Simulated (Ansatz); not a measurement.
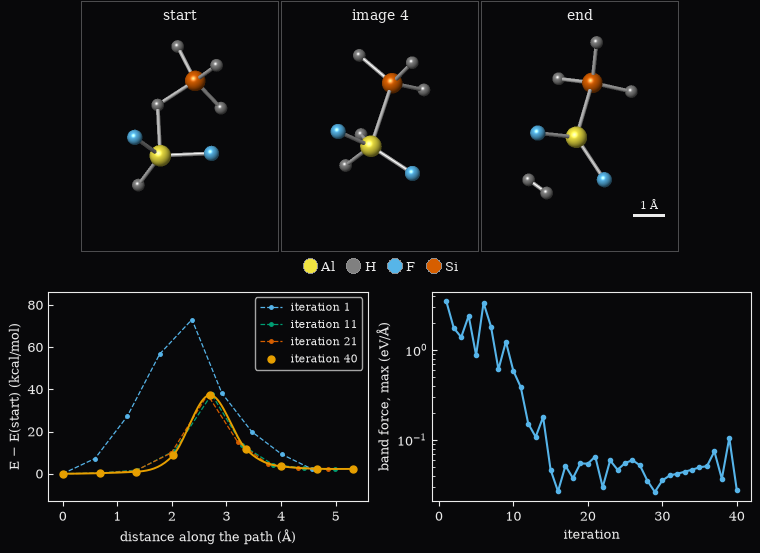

A nudged-elastic-band calculation for AlSiH₅F₂. Images are numbered from 0 (start) to 8 (end). The plot follows the band through its iterations. A ball-and-stick model, seen from a free direction.

Computed with Ansatz, RKS PBE/6-31G*. Run with 7 movable images; climbing image; force threshold 0.03 eV/Å; iteration limit 60; starting path through a guess of the saddle point.

Judge this run.

Answer. The result is final at these settings. The band converged in 40 iterations. The largest component of the band force went from 3.5 to 0.028 eV/Å. The climbing image converged on the top of the path. Its vibrational analysis gives one imaginary mode (1216i cm⁻¹), as a transition state must have. The first iteration put the highest image at 73.1 kcal/mol. The energy climbs by 37.3 kcal/mol to image 4 and then falls by 35.1 kcal/mol, so the end point sits at +2.3 kcal/mol.

The run took 11 min on 1 thread of Arm Neoverse V2 (shared host), peak memory 0.14 GiB.
